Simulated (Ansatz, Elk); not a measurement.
# MgMn2Si2: X-ray structure factors from the self-consistent density

The structure of MgMn2Si2 used here is made up (a known structure type with other elements) and was relaxed beforehand with PBE. The aim is the Fourier transform of its all-electron density, F(hkl), set beside the sum over free spherical atoms that refinements use.

Main program and level: Elk 11.2.3 (patched build); DFT, PBE, all-electron APW+lo, Dirac cores, scalar-relativistic bands, static density, ferromagnetic start.

The structure was built from a prototype and need not be the compound's stable phase.

### 1. Set-up

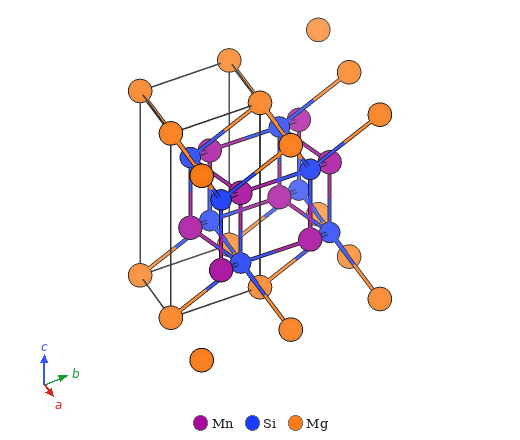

The starting structure, seen from a free direction (manganese purple, silicon blue, magnesium orange). 2×2×1 cells are drawn. Bonds to atoms that aren't drawn are left out. Some periodic images of atoms are drawn too.

Structure file:

```cif
data_structure
_symmetry_space_group_name_H-M 'P 1'
_symmetry_Int_Tables_number 1
_cell_length_a 3.9132
_cell_length_b 3.9132
_cell_length_c 6.1876
_cell_angle_alpha 90.000
_cell_angle_beta 90.000
_cell_angle_gamma 120.000
_cell_volume 82.06
loop_
_atom_site_label
_atom_site_type_symbol
_atom_site_fract_x
_atom_site_fract_y
_atom_site_fract_z
_atom_site_occupancy
Mn1 Mn 0.66667 0.33333 0.35624 1
Mn2 Mn 0.33333 0.66667 0.64376 1
Si3 Si 0.66667 0.33333 0.73712 1
Si4 Si 0.33333 0.66667 0.26288 1
Mg5 Mg 0.00000 0.00000 0.00000 1
```

### 2. Ground state and structure factors

An all-electron density is needed, since X-rays see the cores too. Task 0 finds the density and task 195 Fourier-transforms it; tshift is off so that phases refer to the origin typed.

Input file elk.in:

```
tasks
  0
  195
  196

xctype
  20

spinpol
  .true.

rgkmax
  7.0

gmaxvr
  14.0

lmaxo
  7

lmaxapw
  8

swidth
  0.002

tshift
  .false.

ramdisk
  .false.

hmaxvr
  5.5

maxscl
  120

epspot
  1e-06

reducebf
  0.8

sppath
  './'

avec
  7.39494797720 0.00000000000 -0.00000000000
  -3.69747398860 6.40421280792 -0.00000000000
  -0.00000000000 -0.00000000000 11.69291986607

atoms
  3
  'Mn.in'
  2
  0.6666666667 0.3333333333 0.3562405989   0.000000 0.000000 -0.105000
  0.3333333333 0.6666666667 0.6437594011   0.000000 0.000000 -0.105000
  'Si.in'
  2
  0.6666666667 0.3333333333 0.7371181820   0.000000 0.000000 0.000000
  0.3333333333 0.6666666667 0.2628818180   0.000000 0.000000 0.000000
  'Mg.in'
  1
  -0.0000000000 -0.0000000000 0.0000000000   0.000000 0.000000 0.000000

ngridk
  6 6 3
```

Run with:

```console
$ OMP_NUM_THREADS=4 elk
```

Numbers of over 12 decimals in the logs are rounded to 6 here.

Output:

```text
┌─────────────────────────┐
│ Elk code version 11.2.3 │
└─────────────────────────┘

All units are atomic (Hartree, Bohr, etc.)

┌─────────────────────────────────────────────────┐
│ Ground-state run starting from atomic densities │
└─────────────────────────────────────────────────┘

Lattice vectors :
   7.394947977       0.000000000      -0.000000000
  -3.697473989       6.404212808      -0.000000000
  -0.000000000      -0.000000000       11.69291987

Reciprocal lattice vectors :
  0.8496591628      0.4905509464       0.000000000
   0.000000000      0.9811018927       0.000000000
   0.000000000       0.000000000      0.5373495568

Unit cell volume      :    553.7628936
Brillouin zone volume :   0.4479357795

Muffin-tin inner radius fraction :   0.1000000000E-01

Nuclei treated as point charges

Species : 1 (Mn)
 parameters loaded from : Mn.in
 name : manganese
 nuclear charge    :   -25.00000000
 electronic charge :    25.00000000
 atomic mass :    100145.9370
 muffin-tin radius :    2.273125064
 number of radial points in muffin-tin :    993
 inner part over the whole radius :   0.9957344351E-02
 number on inner part of muffin-tin    :    699
 approximate nuclear radius :   0.7074591925E-04
 number of mesh points to nuclear radius :    331
 atomic positions (lattice), magnetic fields (Cartesian) :
  1 :  -0.33333333  0.33333333  0.35624060    0.00000000  0.00000000 -0.10500000
  2 :   0.33333333 -0.33333333 -0.35624060    0.00000000  0.00000000 -0.10500000

Species : 2 (Si)
 parameters loaded from : Si.in
 name : silicon
 nuclear charge    :   -14.00000000
 electronic charge :    14.00000000
 atomic mass :    51196.73458
 muffin-tin radius :    2.083697976
 number of radial points in muffin-tin :    793
 inner part over the whole radius :   0.9872908432E-02
 number on inner part of muffin-tin    :    552
 approximate nuclear radius :   0.5963282101E-04
 number of mesh points to nuclear radius :    247
 atomic positions (lattice), magnetic fields (Cartesian) :
  1 :  -0.33333333  0.33333333 -0.26288182    0.00000000  0.00000000  0.00000000
  2 :   0.33333333 -0.33333333  0.26288182    0.00000000  0.00000000  0.00000000

Species : 3 (Mg)
 parameters loaded from : Mg.in
 name : magnesium
 nuclear charge    :   -12.00000000
 electronic charge :    12.00000000
 atomic mass :    44305.30466
 muffin-tin radius :    2.200000000
 number of radial points in muffin-tin :    793
 inner part over the whole radius :   0.9941530515E-02
 number on inner part of muffin-tin    :    552
 approximate nuclear radius :   0.5710277704E-04
 number of mesh points to nuclear radius :    241
 atomic positions (lattice), magnetic fields (Cartesian) :
  1 :   0.00000000  0.00000000  0.00000000    0.00000000  0.00000000  0.00000000

Total number of atoms per unit cell :    5
Total muffin-tin volume :    218.7926860
 ratio of muffin-tin to unit cell volume :   0.3951017457

Spin treatment :
 spin-polarised
 global magnetic field (Cartesian) :    0.000000000       0.000000000       0.000000000
 collinear magnetisation in z-direction

Number of Bravais lattice symmetries :   24
Number of crystal symmetries         :   12
Crystal has inversion symmetry
Real symmetric eigensolver will be used

k-point grid :      6     6     3
k-point offset :    0.000000000       0.000000000       0.000000000
k-point set is reduced with full crystal symmetry group
Total number of k-points :       17

Muffin-tin radius times maximum |G+k| :    7.000000000
 using average radius
Maximum |G+k| for APW functions       :    3.206994229
Maximum (1/2)|G+k|²                   :    5.142405994
Maximum |G| for potential and density :    14.00000000
Constant for pseudocharge density :    8
 order of it for each species :   15  15  15
 order of it for pair densities of each species (exact exchange by exxq0 0: 16) :   11   8  10
Radial integration step length :    1

G-vector grid sizes :     35    35    54
Number of G-vectors :    25625

Maximum angular momentum used for
[...]
RMS change in Kohn-Sham potential (target) :    3.352752759     (  0.1000000000E-05)
Absolute change in total energy (target)   :    4.082084842     (  0.1000000000E-03)

[... loops 3 to 19 left out ...]

┌──────────────────┐
│ Loop number : 20 │
└──────────────────┘

Energies :
 Fermi                       :     0.231372
 sum of occupied eigenvalues :     -1769.1622619283
 electron kinetic            :      3128.5552831865
 core electron kinetic       :      2813.8674092322
 Coulomb                     :     -6063.3669553341
 Coulomb potential           :     -4686.7523346318
 nuclear-nuclear             :     -477.63630249105
 electron-nuclear            :     -6498.1468241774
 Hartree                     :      912.41617133441
 Madelung                    :     -3719.9907880181
 xc potential                :     -210.76224813333
 xc effective B-field        :    -0.202934
 external B-field            :      0.000000
 exchange                    :     -159.04142204795
 correlation                 :     -3.837096
 electron entropic           :    -0.12207020936991E-02
 total energy                :     -3097.6914110681
 (external B-field energy excluded from total)

Density of states at Fermi energy :    94.42164953
 (states/Hartree/unit cell)

Estimated indirect band gap :   0.9087844323E-03
 from k-point 8 to k-point 14
Estimated direct band gap   :   0.4630251461E-02
 at k-point 14

Charges :
 core                        :    42.00000000
 valence                     :    48.00000000
 interstitial                :    8.059554720
 muffin-tins (core leakage)
  species : 1 (Mn)
[...]
species : 2 (Si)
[...]
species : 3 (Mg)
[...]
total in muffin-tins        :    81.94044528
 total calculated charge     :    89.99518227
 total charge                :    90.00000000
 error                       :   0.4817734341E-02

Moments :
 interstitial                :   0.1400399088
 muffin-tins
  species : 1 (Mn)
[...]
species : 2 (Si)
[...]
species : 3 (Mg)
[...]
total in muffin-tins        :    4.222460331
 total moment                :    4.362500240

RMS change in Kohn-Sham potential (target) :   0.5468904366E-06 (  0.1000000000E-05)
Absolute change in total energy (target)   :   0.2031507165E-04 (  0.1000000000E-03)

Convergence targets achieved

┌──────────────────┐
│ Loop number : 21 │
└──────────────────┘

Energies :
 Fermi                       :     0.231372
 sum of occupied eigenvalues :     -1769.1622584902
 electron kinetic            :      3128.5552584943
 core electron kinetic       :      2813.8673919916
 Coulomb                     :     -6063.3669359329
 Coulomb potential           :     -4686.7523568628
 nuclear-nuclear             :     -477.63630249105
 electron-nuclear            :     -6498.1467631106
 Hartree                     :      912.41612966867
 Madelung                    :     -3719.9907575015
 xc potential                :     -210.76218903525
 xc effective B-field        :    -0.202930
 external B-field            :      0.000000
 exchange                    :     -159.04141770090
 correlation                 :     -3.837096
 electron entropic           :    -0.12206714848899E-02
 total energy                :     -3097.6914122044
 (external B-field energy excluded from total)

Density of states at Fermi energy :    94.41799975
 (states/Hartree/unit cell)

Estimated indirect band gap :   0.9100217795E-03
 from k-point 8 to k-point 14
Estimated direct band gap   :   0.4631406775E-02
 at k-point 14

Charges :
 core                        :    42.00000000
 valence                     :    48.00000000
 interstitial                :    8.059555849
 muffin-tins (core leakage)
  species : 1 (Mn)
[...]
species : 2 (Si)
   atom 1                    :    12.05224254     (  0.2474517380E-02)
   atom 2                    :    12.05224254     (  0.2474517380E-02)
  species : 3 (Mg)
   atom 1                    :    10.47751696     ( -0.9828258563E-07)
 total in muffin-tins        :    81.94044415
 total calculated charge     :    89.99518227
 total charge                :    90.00000000
 error                       :   0.4817734510E-02

Moments :
 interstitial                :   0.1400448522
 muffin-tins
  species : 1 (Mn)
[...]
species : 2 (Si)
   atom 1                    :  -0.1210834076
   atom 2                    :  -0.1210834076
  species : 3 (Mg)
   atom 1                    :  -0.1214403110E-01
 total in muffin-tins        :    4.222420895
 total moment                :    4.362465747

┌──────────────────────────────┐
│ Self-consistent loop stopped │
└──────────────────────────────┘

Warning : core states of species 2 leak from the muffin-tin :   0.2474517380E-02

Wrote STATE.OUT
```

Elapsed: 2.6 min, on 4 threads of Arm Neoverse V2, shared host; peak memory 0.38 GiB.

SFACRHO.OUT:

```text

h k l indices transformed by vhmat matrix:
   1.000000000       0.000000000       0.000000000    
   0.000000000       1.000000000       0.000000000    
   0.000000000       0.000000000       1.000000000    

      h      k      l  multipl.   |H|            Re(F)            Im(F)           |F|

      0      0      0      1   0.0000000       89.999999      0.30306814E-16   89.999999    
      0      0     -1      2  0.53734956      -20.350195     -0.18845898E-14   20.350195    
      0      1      0      6  0.98110189      -22.525985      0.67393333E-14   22.525985    
      0      0     -2      2   1.0746991      -21.319368     -0.18280084E-15   21.319368    
     -1      1      1      6   1.1186177       31.975538     -0.96307381E-14   31.975538    
     -1      1     -1      6   1.1186177       13.119303      0.99484315E-15   13.119303    
      0     -1      2      6   1.4551767      -6.1784111     -0.38840479E-14   6.1784111    
     -1      0      2      6   1.4551767       50.014071      0.15328695E-13   50.014071    
      0      0      3      2   1.6120487       44.090037     -0.38891742E-16   44.090037    
     -1     -1      0      6   1.6993183       59.432383      0.23003598E-13   59.432383    
      1     -2     -1     12   1.7822534      -14.311526     -0.38414976E-14   14.311526    
      0      1     -3      6   1.8871306       16.635997     -0.95669811E-14   16.635997    
     -1      1     -3      6   1.8871306      -34.907871      0.27426723E-13   34.907871    
      2      0      0      6   1.9622038      -16.254705      0.11540125E-13   16.254705    
     -1     -1     -2     12   2.0106370      -15.887867     -0.91049713E-14   15.887867    
      2     -2      1      6   2.0344504       24.732467      0.13438242E-13   24.732467    
      0      2     -1      6   2.0344504       10.395964      0.20089204E-16   10.395964    
      0      0      4      2   2.1493982      -4.4176582     -0.49302785E-15   4.4176582
```

Elk indexes on the primitive cell of elk.in and gives |H| = 4π sin θ/λ in inverse bohr. Below, one row stands for each form hkl of the conventional cell (m members, Friedel mates merged), F is for one primitive cell and the density is static (no thermal factor). Free-atom factors are Waasmaier and Kirfel's, and R is Σm||F|−|F'||/Σm|F|.

| hkl | m | sin θ/λ (Å⁻¹) | abs F, DFT | neutral atoms | diff. |
| --- | --- | --- | --- | --- | --- |
| 001 | 2 | 0.081 | 20.350 | 20.020 | +0.331 |
| 100 | 6 | 0.147 | 22.526 | 22.135 | +0.391 |
| 002 | 2 | 0.162 | 21.319 | 20.893 | +0.426 |
| 101 | 6 | 0.168 | 31.976 | 32.005 | -0.030 |
| 011 | 6 | 0.168 | 13.119 | 12.972 | +0.147 |
| 102 | 6 | 0.219 | 6.178 | 6.365 | -0.187 |
| 012 | 6 | 0.219 | 50.014 | 50.352 | -0.338 |
| 003 | 2 | 0.242 | 44.090 | 44.478 | -0.388 |
| 110 | 6 | 0.256 | 59.432 | 59.949 | -0.516 |
| 111 | 12 | 0.268 | 14.312 | 14.336 | -0.024 |
| 103 | 6 | 0.284 | 16.636 | 16.791 | -0.155 |
| 013 | 6 | 0.284 | 34.908 | 35.148 | -0.240 |
| 200 | 6 | 0.295 | 16.255 | 16.731 | -0.476 |
| 112 | 12 | 0.302 | 15.888 | 16.125 | -0.237 |

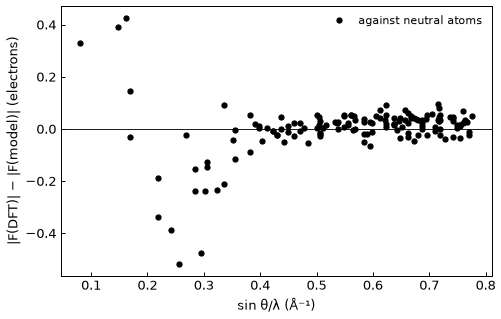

Difference between the calculated structure factors and the independent-atom ones.

### 3. The magnetisation density

The same run holds the spin density, and task 196 transforms it. The order is that of the start, and no other was tried.

SFACMAG_1.OUT:

```text

h k l indices transformed by vhmat matrix:
   1.000000000       0.000000000       0.000000000    
   0.000000000       1.000000000       0.000000000    
   0.000000000       0.000000000       1.000000000    

      h      k      l  multipl.   |H|            Re(F)            Im(F)           |F|

      0      0      0      1   0.0000000       4.3624659      0.10517660E-16   4.3624659    
      0      0     -1      2  0.53734956      -2.5864991     -0.31381738E-16   2.5864991    
      0      1      0      6  0.98110189      -1.7195905      0.68344099E-15   1.7195905    
      0      0     -2      2   1.0746991     -0.86012988      0.93277566E-17  0.86012988    
     -1      1      1      6   1.1186177       3.5327892     -0.14397255E-14   3.5327892    
     -1      1     -1      6   1.1186177      -1.5511973      0.73602861E-15   1.5511973    
      0     -1      2      6   1.4551767      -1.9756498     -0.50897386E-15   1.9756498    
     -1      0      2      6   1.4551767       2.6223656      0.11647686E-14   2.6223656    
      0      0      3      2   1.6120487       2.3212438     -0.13835603E-15   2.3212438    
     -1     -1      0      6   1.6993183       2.2722987      0.10078666E-14   2.2722987    
      1     -2     -1     12   1.7822534      -1.3212937     -0.13867739E-16   1.3212937    
      0      1     -3      6   1.8871306     -0.13054362      0.11249475E-16  0.13054362    
     -1      1     -3      6   1.8871306      -1.6860792      0.83899418E-15   1.6860792    
      2      0      0      6   1.9622038     -0.98426668      0.46045756E-15  0.98426668    
     -1     -1     -2     12   2.0106370     -0.39994611     -0.22045737E-15  0.39994611    
      2     -2      1      6   2.0344504       1.7016141      0.15809095E-14   1.7016141
```

The total moment is 4.36 μB a cell; sphere moments: Mn1 +2.24, Mn2 +2.24, Si3 -0.12, Si4 -0.12, Mg5 -0.01 μB. Polarised neutrons measure spin and orbital magnetisation together; without spin-orbit coupling the run gives the spin part:

```
hkl  sin θ/λ (Å⁻¹)  abs F_M (μB)
001          0.081         2.587
100          0.147         1.720
002          0.162         0.860
101          0.168         3.533
011          0.168         1.551
102          0.219         1.976
012          0.219         2.622
003          0.242         2.321
110          0.256         2.272
111          0.268         1.321
103          0.284         0.131
013          0.284         1.686
200          0.295         0.984
112          0.302         0.400
```

(Continued in part 2 of 2.)

[Logs are printed without paths, hosts, clocks, repeated set-up lines and the standing remarks that a program may print on its own settings, such as how far it seeks lower states.]

[Hosts, paths, dates, database ids (printed as entryN), source tags and the programs' standing remarks are cut or masked in the printed files.]
